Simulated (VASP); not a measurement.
Band structure of SrTiO3 (space group Pm-3m). Level of theory: modified Becke-Johnson potential (mBJ), VASP's PBE PAW potentials (set 64) (plane waves; VASP).

mBJ is a potential without an energy functional, so only the levels count.

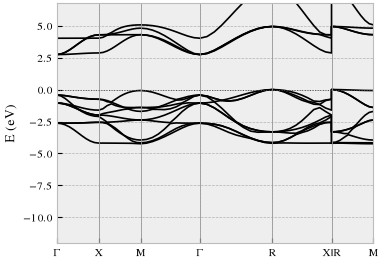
Bands along high-symmetry lines, zero at the valence-band maximum or, without a gap, the Fermi level

Read the plot: is there a gap, and where are the band edges?

The gap is indirect, 2.74 eV, from the valence maximum at R to the conduction minimum at Γ.

The structure comes from a computed database's SrTiO3 entry (Pm-3m); how it stands against other phases isn't given here. It was relaxed first. The cell's shape comes from a PBE relaxation.
